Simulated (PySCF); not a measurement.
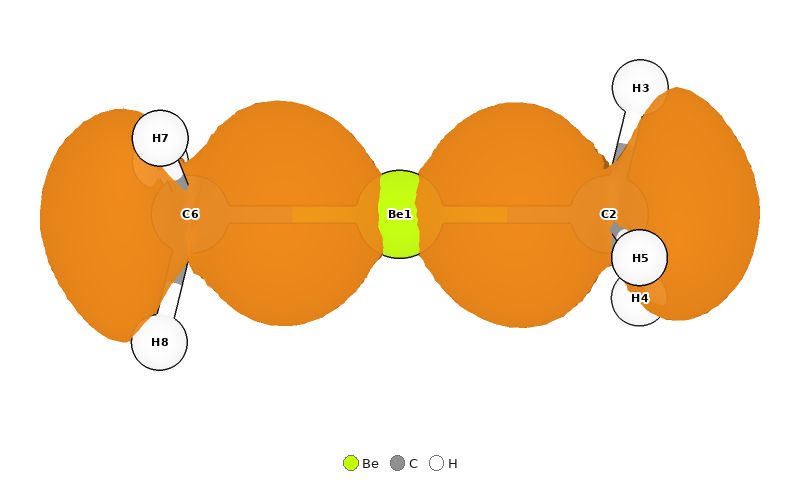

C2H6Be (charge +1, doublet). Isosurfaces of the spin density at +0.02 (orange) and −0.02 e/Å³ (purple), seen from one side.

Geometry: PBE-D3(BJ)/def2-SVP.

Level of theory: DFT single point, gas phase, functional PBE0 in PySCF 2.14.0, density-fitted response routines.

```xyz
9

Be    0.0051    0.0017   -0.0105
C     0.0452    0.5447    1.6603
H    -0.4179    1.5541    1.6174
H     1.1299    0.5380    1.9023
H    -0.5573   -0.2237    2.1912
C    -0.0339   -0.5395   -1.6819
H    -1.1214   -0.6106   -1.8998
H     0.5015   -1.5131   -1.6529
H     0.4997    0.2714   -2.2231
```

Where is the unpaired spin?

Answer. The unpaired spin (1 electron) lies mostly on C2 (about 0.4), C6 (about 0.4) and Be1 (about 0.1), in electrons by Hirshfeld's partition.
